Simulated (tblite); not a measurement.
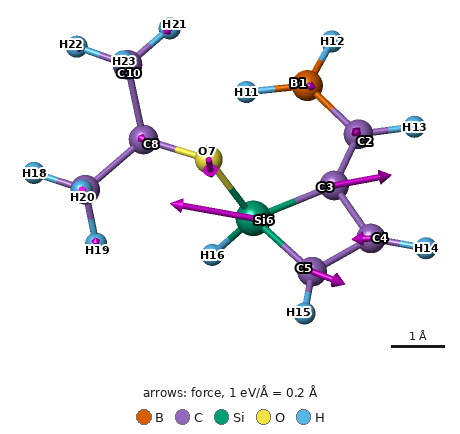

Starting geometry of C$_{7}$H$_{13}$BOSi with the computed forces as purple arrows. Style: ball-and-stick. Shown at a tilt.

Level of theory: tblite 0.8.0, GFN2-xTB geometry optimisation, gas phase. 

Question: Is this structure relaxed? If not, where do the atoms go?

Answer: It isn't relaxed: the largest force vector, on the Si atom, is 8.15 eV/Å. The final displacements have little in common with the starting forces (cosine between the two patterns 0.17). After 96 geometry steps the energy has fallen by 29.2 kcal/mol. The largest move after the best rigid fit is that of the O atom, 0.53 Å. Largest moves by element: O 0.53 Å, H 0.53 Å, C 0.33 Å, B 0.31 Å, Si 0.16 Å. Among the contacts that change: C–Si 1.730 → 1.912 Å, C–Si 1.760 → 1.892 Å, O–Si 1.741 → 1.609 Å, C–C 1.518 → 1.455 Å. Among the angles between lasting bonds that change: Si–O–C 110.8° → 131.3°, C–Si–O 111.7° → 120.9°, C–Si–C 77.9° → 71.1°. Cost: 1.2 s on 1 thread of AMD EPYC 7B13, on a shared host.
